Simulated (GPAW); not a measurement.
## Dielectric function and optical constants of SrPd2N2 (model structure)

Aim: the dielectric function of SrPd2N2 (model structure), and the optical constants that follow from it. The cell was made here by substitution or stacking, whether or not such a phase is known. It was built so: All P replaced by N in the I4/mmm structure of SrP2Pd2. The cell given below was relaxed beforehand with Ansatz.

Method: DFT, PBE, plane-wave PAW (GPAW data sets), scalar-relativistic, RPA, optical limit, in GPAW 26.7.0.

## 1. Starting point

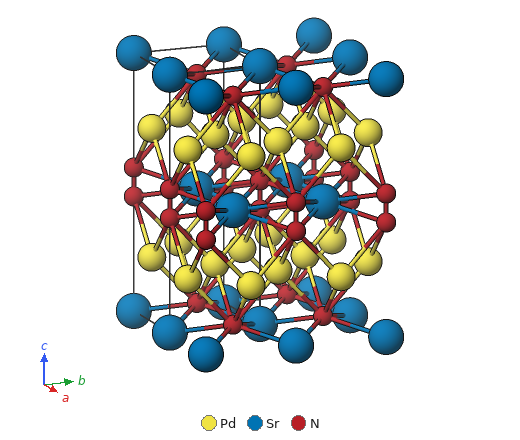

The cell as given, slightly off an axis (palladium yellow, strontium blue, nitrogen red). 2×2×1 cells are drawn. This picture shows the conventional cell, with its axes. Some periodic images of atoms are drawn too.

## 2. Ground state

First the ground state: is it a metal or has it a gap?

This step: DFT, PBE, plane-wave PAW (GPAW data sets), scalar-relativistic, ground state (GPAW 26.7.0).

Input file gs.py:

```python
from ase import Atoms
from ase.dft.bandgap import bandgap
from gpaw import GPAW, PW, FermiDirac

atoms = Atoms(['Pd', 'Pd', 'Sr', 'N', 'N'],
              cell=[[-1.95626441, 1.95626441, 5.35499149],
                    [1.95626441, -1.95626441, 5.35499149],
                    [1.95626441, 1.95626441, -5.35499149]],
              scaled_positions=[[0.25000000, 0.75000000, 0.50000000],
                                [0.75000000, 0.25000000, 0.50000000],
                                [1.00000000, 1.00000000, 1.00000000],
                                [0.55605682, 0.55605682, 0.00000000],
                                [0.44394318, 0.44394318, 0.00000000]],
              pbc=[True, True, True])
atoms.calc = GPAW(mode=PW(450), xc='PBE', kpts={'size': (8, 8, 8), 'gamma': True},
                  occupations=FermiDirac(0.05), maxiter=150, txt='gs.txt')
print('energy (eV)', atoms.get_potential_energy())
print('Fermi level (eV)', atoms.calc.get_fermi_level())
print('valence electrons', atoms.calc.get_number_of_electrons())
print('gap (eV)', bandgap(atoms.calc, output=None)[0])
print('direct gap (eV)', bandgap(atoms.calc, direct=True, output=None)[0])
atoms.calc.write('gs.gpw')
```

Started as:

```
$ OMP_NUM_THREADS=1 python gs.py
```

Numbers of over 12 decimals in the logs are rounded to 6 here.

Output:

```text
__  _  _
 | _ |_)|_||  |
 |__||  | ||/\| - 26.7.0

Versions:
  Python: 3.12.14
  ASE:    3.29.0
  Numpy:  2.5.5
  Scipy:  1.18.1
  Libxc:  7.0.0

Input parameters:
  mode=PW(ecut=450.000000),
  kpts=MonkhorstPack(size=(8, 8, 8), gamma=True),
  maxiter=150,
  occupations=Occupations(name='fermi-dirac', width=0.05, fixmagmom=False),
  xc=XC(name='PBE')

Diagonalizing LCAO Hamiltonian
Converting LCAO to pw mode

       N      Sr

       N
         Pd
            Pd

Atoms  # Å, Bohr magnetons
|   | symbol |         x |        y |        z |    initial magnetic moments |
| 0 |     Pd |  1.956264 | 0.000000 | 2.677496 | ( 0.0000,  0.0000,  0.0000) |
| 1 |     Pd |  0.000000 | 1.956264 | 2.677496 | ( 0.0000,  0.0000,  0.0000) |
| 2 |     Sr |  1.956264 | 1.956264 | 5.354991 | ( 0.0000,  0.0000,  0.0000) |
| 3 |      N | -0.000000 | 0.000000 | 5.955359 | ( 0.0000,  0.0000,  0.0000) |
| 4 |      N | -0.000000 | 0.000000 | 4.754624 | ( 0.0000,  0.0000,  0.0000) |

Unit cell  # Å
| periodic |         x |         y |         z |  lengths |     angles |
|      yes | -1.956264 |  1.956264 |  5.354991 | 6.027427 | 142.122105 |
|      yes |  1.956264 | -1.956264 |  5.354991 | 6.027427 | 142.122105 |
|      yes |  1.956264 |  1.956264 | -5.354991 | 6.027427 |  54.644912 |

Number of symmetries: 16
Symmetry operations  # r_c * U_cc + t_c -> r_c
|    | kind |            matrix            |
|  0 |  σ   |  1, 1, 1,  0, 0,-1,  0,-1, 0 |
|  1 |  C4  |  1, 1, 1,  0, 0,-1, -1, 0, 0 |
|  2 |  E   |  1, 0, 0,  0, 1, 0,  0, 0, 1 |
|  3 |  σ   |  1, 0, 0,  0, 1, 0, -1,-1,-1 |
|  4 |  σ   |  0, 1, 0,  1, 0, 0,  0, 0, 1 |
|  5 |  C2  |  0, 1, 0,  1, 0, 0, -1,-1,-1 |
|  6 |  C2  |  0, 0, 1, -1,-1,-1,  1, 0, 0 |
|  7 |  S4  |  0, 0, 1, -1,-1,-1,  0, 1, 0 |
|  8 |  C4  |  0, 0,-1,  1, 1, 1,  0,-1, 0 |
|  9 |  σ   |  0, 0,-1,  1, 1, 1, -1, 0, 0 |
| 10 |  σ   |  0,-1, 0, -1, 0, 0,  1, 1, 1 |
| 11 |  C2  |  0,-1, 0, -1, 0, 0,  0, 0,-1 |
| 12 |  C2  | -1, 0, 0,  0,-1, 0,  1, 1, 1 |
| 13 |  i   | -1, 0, 0,  0,-1, 0,  0, 0,-1 |
| 14 |  S4  | -1,-1,-1,  0, 0, 1,  1, 0, 0 |
| 15 |  C2  | -1,-1,-1,  0, 0, 1,  0, 1, 0 |

BZ-sampling:
  Number of BZ points: 512
  Number of IBZ points: 59

  Monkhorst-Pack size: [8, 8, 8]
  Monkhorst-Pack shift: [0.0625, 0.0625, 0.0625]

K-points  # in reciprocal-cell coordinates
|     |                                coordinates |     weight |
|   0 | (  0.00000000,   0.00000000,   0.00000000) | 0.00195312 |
|   1 | (  0.12500000,  -0.12500000,   0.00000000) | 0.00781250 |
|   2 | (  0.12500000,  -0.12500000,   0.12500000) | 0.00781250 |
|   3 | (  0.12500000,   0.00000000,   0.00000000) | 0.01562500 |
|   4 | (  0.12500000,   0.12500000,  -0.12500000) | 0.00390625 |
|   5 | (  0.25000000,  -0.25000000,   0.00000000) | 0.00781250 |
|   6 | (  0.25000000,  -0.25000000,   0.12500000) | 0.01562500 |
|   7 | (  0.25000000,  -0.25000000,   0.25000000) | 0.00781250 |
|   8 | (  0.25000000,  -0.12500000,   0.00000000) | 0.03125000 |
|   9 | (  0.25000000,  -0.12500000,   0.12500000) | 0.01562500 |
| ... |                                            |            |
|  58 | (  0.50000000,   0.50000000,   0.50000000) | 0.00195312 |

Plane wave coefficients: 1793
Cutoff: 450.000000 eV

Spin-components: 1 (collinear spins)
Bands:           36
Projectors:      27
Spin-degeneracy: 2
Datatype:        complex128

Parallelization:
  kpt:    1
  domain: 1
  band:   1

Density:
  Valence electrons: 52.0
  Components: 1
  Grid points: [30 30 30]
  Charge: 0.0  # |e|

Potential:
  Grid points: [30 30 30]

species:
  Pd:
    name:    Palladium
    id:
    Z:       46.0
    valence: 16
    core:    30
    charge:  0.0  # [|e|]
    compensation charges:
      type: gauss
      rc: 0.38  # [Å]
      lmax: 2
    cutoffs:
      filter: 2.38  # [Å]
      core: 2.28  # [Å]
    projectors
    | kind |    occ | energy [eV] | rcut [Å] |
    |   5s |  0.000 |      -3.315 |    1.228 |
    |   4p |  6.000 |     -51.209 |    1.360 |
    |   5p |  0.000 |      -0.314 |    1.360 |
    |   4d | 10.000 |      -4.047 |    1.228 |
    |    s |        |      23.896 |    1.228 |
    |    d |        |      23.165 |    1.228 |

    Using partial waves for Pd as LCAO basis

  Sr:
    name:    Strontium
    id:
    Z:       38.0
    valence: 10
    core:    28
    charge:  0.0  # [|e|]
    compensation charges:
      type: gauss
      rc: 0.40  # [Å]
      lmax: 2
    cutoffs:
      filter: 2.39  # [Å]
      core: 1.85  # [Å]
    projectors
    | kind |    occ | energy [eV] | rcut [Å] |
    |   4s |  2.000 |     -40.883 |    1.291 |
    |   5s |  2.000 |      -3.525 |    1.291 |
    |   4p |  6.000 |     -22.826 |    1.291 |
    |    p |        |       4.386 |    1.291 |
    |    d |        |       0.000 |    1.254 |

    Using partial waves for Sr as LCAO basis

  N:
    name:    Nitrogen
    id:
    Z:       7.0
    valence: 5
    core:    2
    charge:  0.0  # [|e|]
    compensation charges:
      type: gauss
      rc: 0.18  # [Å]
      lmax: 2
    cutoffs:
      filter: 1.11  # [Å]
      core: 0.96  # [Å]
    projectors
    | kind |    occ | energy [eV] | rcut [Å] |
    |   2s |  2.000 |     -18.583 |    0.603 |
    |   2p |  3.000 |      -7.089 |    0.529 |
    |    s |        |       8.629 |    0.603 |
    |    p |        |      20.123 |    0.529 |
    |    d |        |       0.000 |    0.577 |

    Using partial waves for N as LCAO basis

Reference energy: -363915.194452  # eV

eigensolver:
  PPCG
  Converge bands: occupied
  niter=2

density mixing:
  MSR1-Mixer
  Pratt-step length: 0.05
  Maximum mixing coefficient: 0.75
  Old densities: 10
  SVD Regularization: 0.005
  Good broyden scale: 1.0
  Trust region scale: 1.0
  Backstep threshold: 4.0
  History deletion threshold: 6.0
  Fourier metric: weight=20.0, sigma=0.015

occupation numbers:
  Fermi-Dirac:
    width: 0.0500  # eV

poisson solver:
  ecut: 3600.000000  # eV

xc functional:
  name: PBE with 2 nearest neighbor stencil

convergence criteria:
- Maximum [total energy] change in last 3 cyles: 0.0005 eV / valence electron
- Maximum integral of absolute [dens]ity change: 0.0001 electrons / valence electron
- Maximum integral of absolute [eigenst]ate change: 4e-08 eV^2 / valence electron
maximum number of iterations: 150

SCF iterations
|iter     |      energy | eigst |  dens |
|iter:   1||  -29.971360 | +0.63 |       |
|iter:   2||  -25.526114 | -0.95 | -0.82 |
|iter:   3||  -24.043097 | -1.15 | -1.06 |
|iter:   4||  -23.853097 | -2.08 | -1.40 |
|iter:   5||  -23.769335 | -2.16 | -1.63 |
|iter:   6||  -23.766146 | -3.55 | -2.16 |
|iter:   7||  -23.765958c| -3.82 | -2.47 |
|iter:   8||  -23.766027c| -5.45 | -3.21 |
|iter:   9||  -23.766055c| -6.08 | -3.58 |
|iter:  10||  -23.766057c| -7.37 | -4.53c|
|iter:  11||  -23.766056c| -7.56c| -4.96c|

Converged in 11 steps
SCF loop duration: 109.390 s (9.945 s/step)
Energy contributions relative to reference atoms: (reference = -363915.194452)

Energy contributions:
  Kinetic:           3.365422
  Coulomb:          -8.877563
  Zero:             -0.793656
  External:          0.000000
  Xc:              -17.450139
  Entropy:          -0.020240
  Spinorbit:         0.000000
  ----------------------------
  Free energy:     -23.776176
  Extrapolated:    -23.766056

dipole moment: (-17.472744, -17.472744, 5.804701)  # |e|*Ang

Fermi level: 7.314
Eigenvalues  # (at kpt = [0.000, 0.000, 0.000])
| band index |      eig [eV] | occ [0-2] |
|          0 |       -42.186 |     2.000 |
|        ... |               |           |
|         17 |         3.794 |     2.000 |
|         18 |         5.018 |     2.000 |
|         19 |         5.018 |     2.000 |
|         20 |         5.940 |     2.000 |
|         21 |         6.170 |     2.000 |
|         22 |         6.209 |     2.000 |
|         23 |         6.209 |     2.000 |
|         24 |         7.050 |     1.990 |
|         25 |         7.448 |     0.127 |
|         26 |         7.448 |     0.126 |
|         27 |         7.910 |     0.000 |
|         28 |         8.332 |     0.000 |
|         29 |        10.538 |     0.000 |
|         30 |        11.429 |     0.000 |
|         31 |        12.850 |     0.000 |
|         32 |        12.850 |     0.000 |
|        ... |               |           |
|         35 |        16.459 |     0.000 |

No gap
No difference between direct/indirect transitions

--- standard output ---
energy (eV) -23.766056
Fermi level (eV) 7.313537
valence electrons 52.0
gap (eV) 0.0
direct gap (eV) 0.0
```

It took 1.9 min on 1 thread of Arm Neoverse V2, shared host; peak memory 0.26 GiB.

This step gave:

```
energy       : -23.77 eV
Fermi energy : 7.314 eV
electrons    : 52
```

There are states at the Fermi level within the smearing, so the occupations stay smeared and the carriers get a Drude term.

## 3. Bands for the response

At the fixed density, many empty bands are solved on the mesh of the response, since the spectrum sums over them.

This step: DFT, PBE, plane-wave PAW (GPAW data sets), scalar-relativistic, bands at fixed density (GPAW 26.7.0).

Input file nscf.py:

```python
from ase.dft.bandgap import bandgap
from gpaw import GPAW, FermiDirac

calc = GPAW('gs.gpw').fixed_density(kpts={'size': (12, 12, 12), 'gamma': True}, nbands=61, convergence={'bands': 55},
                                    occupations=FermiDirac(0.05), txt='nscf.txt')
print('gap (eV)', bandgap(calc, output=None)[0])
print('direct gap (eV)', bandgap(calc, direct=True, output=None)[0])
calc.write('full.gpw', mode='all')
```

Started as:

```
$ OMP_NUM_THREADS=1 python nscf.py
```

Output:

```text
Diagonalizing LCAO Hamiltonian
Converting LCAO to pw mode
convergence criteria:
- Maximum integral of absolute [eigenst]ate change: 4e-08 eV^2 / valence electron
maximum number of iterations: 150

SCF iterations
|iter     |      energy | eigst |  dens |
|iter:   1||             | +2.99 |       |
|iter:   2||             | +1.86 |       |
|iter:   3||             | +0.77 |       |
|iter:   4||             | -0.28 |       |
|iter:   5||             | -0.97 |       |
|iter:   6||             | -1.72 |       |
|iter:   7||             | -2.33 |       |
|iter:   8||             | -2.91 |       |
|iter:   9||             | -3.54 |       |
|iter:  10||             | -4.16 |       |
|iter:  11||             | -4.80 |       |
|iter:  12||             | -5.38 |       |
|iter:  13||             | -6.00 |       |
|iter:  14||             | -6.52 |       |
|iter:  15||             | -6.90 |       |
|iter:  16||             | -7.17 |       |
|iter:  17||             | -7.36 |       |
|iter:  18||             | -7.51c|       |
SCF steps: 18
  __  _  _
 | _ |_)|_||  |
 |__||  | ||/\| - 26.7.0

Versions:
  Python: 3.12.14
  ASE:    3.29.0
  Numpy:  2.5.5
  Scipy:  1.18.1
  Libxc:  7.0.0

Input parameters:
  mode=PW(ecut=450.000000),
  convergence={'bands': 55},
  gpts=array([30, 30, 30]),
  kpts=MonkhorstPack(size=(12, 12, 12), gamma=True),
  maxiter=150,
  nbands=61,
  occupations=Occupations(name='fermi-dirac', width=0.05, fixmagmom=False),
  parallel={},
  xc=XC(name='PBE')

--- standard output ---
gap (eV) 0.0
direct gap (eV) 0.0
```

Wall time 13 min (1 thread); peak memory 0.58 GiB.

(Continued in part 2 of 2.)

[Machine, clock and banner lines and Python warnings are left out of the logs.]

[Logs are printed without paths, hosts, clocks, repeated set-up lines and the standing remarks that a program may print on its own settings, such as how far it seeks lower states.]

[Hosts, paths, dates, database ids (printed as entryN), source tags and the programs' standing remarks are cut or masked in the printed files.]
